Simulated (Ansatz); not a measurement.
## Electronic structure of Ga₄SbAs₃ in real space

```
Ga Sb As
1.0
    -5.77435    5.77435    0.00000
    -5.77658   -0.00223    5.78092
     0.00223    5.77658    5.78092
Ga Sb As
8 2 6
Cartesian
  -0.0506 5.7238 5.7319
  -2.9378 8.6109 5.7319
  -2.8861 5.7755 8.6598
  -5.7732 8.6626 3.0042
  -5.7732 8.6626 8.6598
  -2.8861 5.7755 3.0042
  -2.8344 2.9400 5.7319
  -5.7215 5.8272 5.7319
  -10.1062 7.2168 7.2258
  -7.2191 4.3296 7.2258
  -7.2196 7.2163 4.3369
  -10.1035 10.1068 10.1178
  -4.3324 4.3291 4.3369
  -7.2163 7.2196 10.1178
  -7.2168 10.1062 7.2198
  -4.3296 7.2191 7.2198
```

Space group Amm2; a generated structure, not necessarily the stable one.

Theory: Ansatz 0.2.0, DFT PBEsol, spin-orbit coupling, plane waves, PAW.

Core electrons are frozen (PAW), and the valence fields are smoothed inside the atomic spheres.

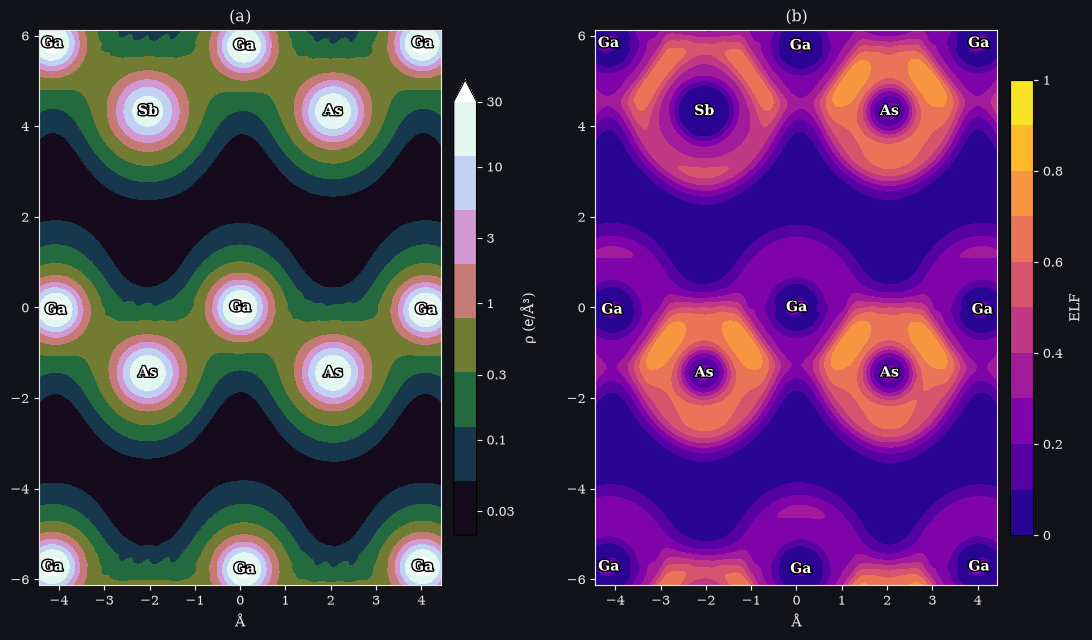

Figure 1. (a) valence pseudo-density; (b) ELF on the (101̄) plane of the calculation cell.

Interpret the plot.

Answer.
- The section cuts through Ga, Sb and As sites.
- Ga–As (2.44 Å): the density is about 0.5 e/Å³ at the midpoint; the ELF peaks at about 0.75 between the atoms; localised, covalent bonding.
- Ga–Sb (2.57 Å): ρ at the midpoint is about 0.47 e/Å³; the ELF peaks at about 0.70 between the atoms.
- Ga–As (2.47 Å): ρ is about 0.47 e/Å³ halfway; the ELF peaks at about 0.80 between the atoms (a covalent bond).
- Between the atoms the lowest density in this plane is 0.01 e/Å³.

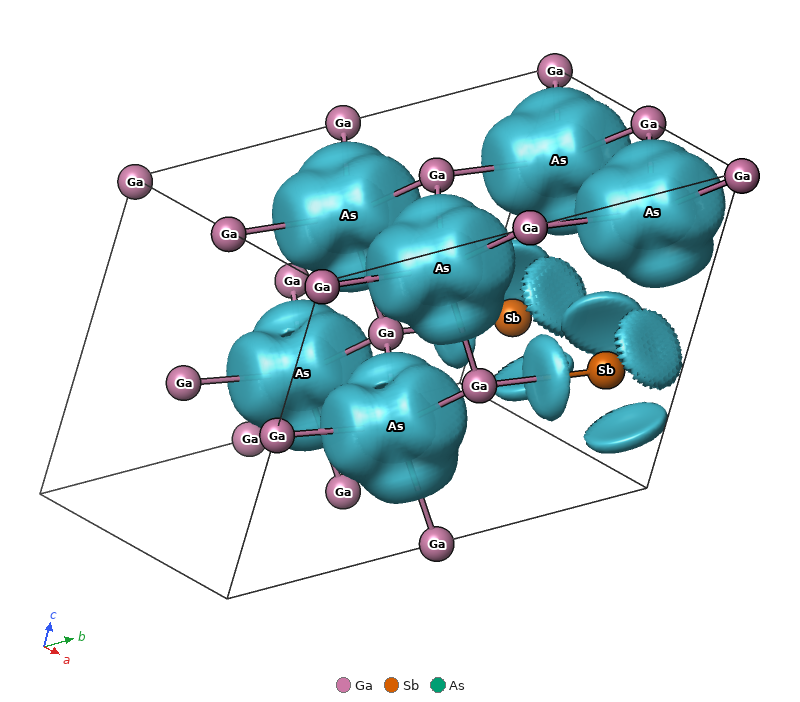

Figure 2. Isosurface of the ELF at 0.6 (cyan), seen slightly off an axis. Core shells and regions of very low density are left out. Sticks mark near contacts.

What do the ELF domains correspond to?

Answer. The ELF exceeds this value in eight regions between bonded Ga–Sb atoms (shared pairs) and six regions on As in which the atom's valence shell and bonds are merged, counted in one cell of 16 atoms. Any copies at cell faces, edges or corners count once.
